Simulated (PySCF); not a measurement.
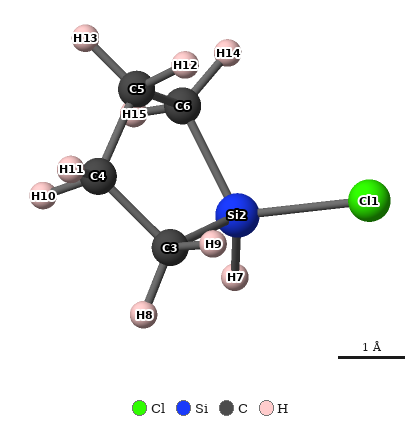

Figure 1. The structure (ball-and-stick view, seen at a tilt; atoms are numbered from 1 in the order of the input). Bond lengths as drawn: Cl–Si 2.08 Å, C–C 1.53 to 1.54 Å, C–H 1.10 Å, C–Si 1.88 to 1.89 Å and H–Si 1.49 Å.

**Two runs on C$_{4}$H$_{9}$ClSi**

System: C$_{4}$H$_{9}$ClSi, SMILES Cl[SiH]1CCCC1.
Method of run A: GIAO PBE0/6-31G NMR shielding, non-relativistic, gas phase (PySCF 2.14.0).

The geometry comes from this level: PBE0-D3(BJ)/def2-SVP. Text and figures count atoms from 1; the logs count them from 0 in places.

## Input, run A
```
{"job": {"kind": "nmr", "xc": "PBE0", "basis": "6-31G", "pop": true}, "charge": 0, "multiplicity": 1}
Cl     2.054234     5.055669     1.327410
Si     1.724783     3.297345     0.262400
C      2.527808     1.824417     1.130746
C      1.359187     0.838796     1.312833
C      0.066562     1.630591     1.542914
C     -0.052436     2.699346     0.445244
H      2.170940     3.562090    -1.135159
H      3.379968     1.389622     0.587456
H      2.908191     2.168462     2.107007
H      1.245309     0.230161     0.398369
H      1.547430     0.130374     2.135526
H      0.117617     2.125589     2.528978
H     -0.812093     0.966156     1.571238
H     -0.777488     3.492399     0.678620
H     -0.364574     2.239546    -0.509486
```

The first line tells a small driver script what to run in PySCF; the rest is the geometry in Å.

Hardware: 1 CPU thread, shared host.

## Output (run A)
```
coarse grid: 13176 points
cycle   1  E = -907.0113612440  dE =  5.859e-01  |g| = 4.371e-01  |ddm| = 3.387e+00
cycle   2  E = -907.0020283089  dE =  9.333e-03  |g| = 4.809e-01  |ddm| = 1.158e+00
cycle   3  E = -907.0695876270  dE = -6.756e-02  |g| = 2.988e-02  |ddm| = 5.974e-01
cycle   4  E = -907.0697988661  dE = -2.112e-04  |g| = 1.605e-02  |ddm| = 7.637e-02
cycle   5  E = -907.0698823558  dE = -8.349e-05  |g| = 1.289e-03  |ddm| = 2.646e-02
cycle   6  E = -907.0698829789  dE = -6.231e-07  |g| = 4.015e-04  |ddm| = 3.258e-03
final grid: 116856 points
cycle   7  E = -907.0089816282  dE = -1.125e-05  |g| = 6.776e-03  |ddm| = 1.807e-02
cycle   8  E = -907.0089757380  dE =  5.890e-06  |g| = 8.221e-03  |ddm| = 1.619e-02
cycle   9  E = -907.0089943935  dE = -1.866e-05  |g| = 3.407e-04  |ddm| = 9.160e-03
cycle  10  E = -907.0089944292  dE = -3.562e-08  |g| = 8.577e-05  |ddm| = 6.944e-04
cycle  11  E = -907.0089944314  dE = -2.269e-09  |g| = 1.907e-05  |ddm| = 1.554e-04
cycle  12  E = -907.0089944315  dE = -1.107e-10  |g| = 6.399e-06  |ddm| = 3.748e-05
converged SCF energy = -907.0089944315

GIAO shielding tensors (ppm)
atom      isotropic    diamagn.    paramagn.     s11        s22        s33       span
  0 Cl    1010.358    1145.892    -135.534    977.696    999.129   1054.249     76.553
  1 Si     385.449     877.941    -492.492    327.890    412.759    415.699     87.809
  2 C      181.613     247.091     -65.478    166.374    180.625    197.840     31.466
  3 C      171.371     245.852     -74.481    149.598    176.454    188.063     38.465
  4 C      171.997     240.934     -68.937    151.347    177.471    187.174     35.826
  5 C      181.295     248.508     -67.213    172.316    182.936    188.633     16.318
  6 H       27.601      27.723      -0.121     23.174     25.686     33.944     10.770
  7 H       31.354      28.213       3.141     26.162     28.859     39.041     12.879
  8 H       31.806      30.211       1.595     26.470     30.085     38.863     12.393
  9 H       31.321      29.327       1.993     26.179     28.975     38.808     12.629
 10 H       30.507      31.313      -0.806     24.730     28.192     38.600     13.870
 11 H       30.873      31.905      -1.033     26.738     28.420     37.460     10.722
 12 H       30.609      28.763       1.846     24.748     28.280     38.799     14.050
 13 H       31.635      29.856       1.778     26.900     28.856     39.149     12.249
 14 H       31.827      28.472       3.354     26.640     28.922     39.918     13.278
```

Run B used a changed input.

## The two runs side by side

| quantity | run A | run B |
| --- | --- | --- |
| outcome | converged | converged |
| total energy (hartree) | −907.008994 | −896.975858 |
| HOMO (eV) | −8.02 | −6.10 |
| LUMO (eV) | 0.58 | 4.62 |
| dipole moment (D) | 3.12 | 2.86 |
| shielding of Cl1 (ppm) | 1010.4 | 1183.9 |
| shielding of Si2 (ppm) | 385.4 | 487.2 |
| shielding of C3 (ppm) | 181.6 | 218.6 |
| shielding of C4 (ppm) | 171.4 | 203.5 |
| shielding of C5 (ppm) | 172.0 | 203.3 |
| shielding of C6 (ppm) | 181.3 | 219.4 |
| shielding of H7 (ppm) | 27.6 | 29.5 |
| SCF iterations | 12 | 11 |
| basis functions | 80 | 47 |
| wall time (shared host) | 8.4 s | 4.3 s |

What was changed in the input?

The change (lines with − go, lines with + come):
```diff
-"basis": "6-31G"
+"basis": "STO-3G"
```

The total energy of run B is 6295.9 kcal/mol higher, which measures the change of basis and not a stability. The HOMO goes from −8.02 to −6.10 eV. The LUMO goes from 0.58 to 4.62 eV. The dipole moment goes from 3.12 to 2.86 D. Of all shieldings, the largest change is that of Cl1, by +173.6 ppm. The SCF takes 11 iterations against 12. The basis functions go from 80 to 47.

## Output (run B)
```
coarse grid: 13176 points
cycle   1  E = -896.9735762534  dE =  4.646e-02  |g| = 3.303e-01  |ddm| = 4.610e+00
cycle   2  E = -896.9959801235  dE = -2.240e-02  |g| = 2.622e-01  |ddm| = 1.085e+00
cycle   3  E = -897.0208561633  dE = -2.488e-02  |g| = 2.188e-02  |ddm| = 4.455e-01
cycle   4  E = -897.0210137334  dE = -1.576e-04  |g| = 7.185e-03  |ddm| = 4.852e-02
cycle   5  E = -897.0210323791  dE = -1.865e-05  |g| = 7.490e-04  |ddm| = 1.216e-02
cycle   6  E = -897.0210326226  dE = -2.435e-07  |g| = 1.632e-04  |ddm| = 1.771e-03
final grid: 116856 points
cycle   7  E = -896.9758524739  dE = -5.292e-06  |g| = 3.967e-03  |ddm| = 1.322e-02
cycle   8  E = -896.9758535242  dE = -1.050e-06  |g| = 3.558e-03  |ddm| = 1.062e-02
cycle   9  E = -896.9758575971  dE = -4.073e-06  |g| = 1.551e-04  |ddm| = 5.071e-03
cycle  10  E = -896.9758576045  dE = -7.423e-09  |g| = 2.065e-05  |ddm| = 2.312e-04
cycle  11  E = -896.9758576046  dE = -1.307e-10  |g| = 3.624e-06  |ddm| = 3.181e-05
converged SCF energy = -896.9758576046

GIAO shielding tensors (ppm)
atom      isotropic    diamagn.    paramagn.     s11        s22        s33       span
  0 Cl    1183.939    1126.131      57.809   1082.977   1221.024   1247.817    164.839
  1 Si     487.244     866.183    -378.939    419.482    518.995    523.254    103.772
  2 C      218.567     242.738     -24.171    205.902    213.898    235.899     29.997
  3 C      203.547     249.139     -45.592    181.947    212.415    216.278     34.331
  4 C      203.279     244.945     -41.667    182.466    212.253    215.118     32.652
  5 C      219.416     247.045     -27.629    209.838    213.851    234.559     24.721
  6 H       29.532      29.535      -0.003     24.762     27.256     36.577     11.816
  7 H       31.730      29.276       2.454     25.856     28.148     41.185     15.329
  8 H       31.781      27.383       4.397     26.018     29.640     39.684     13.666
  9 H       31.726      36.592      -4.865     26.733     28.350     40.096     13.363
 10 H       31.230      32.552      -1.322     25.028     27.689     40.973     15.944
 11 H       31.473      30.597       0.876     27.326     28.233     38.859     11.533
 12 H       31.303      33.441      -2.138     24.968     27.737     41.203     16.235
 13 H       31.770      29.085       2.685     26.081     28.557     40.672     14.591
 14 H       31.978      34.081      -2.103     26.833     27.996     41.105     14.273
```
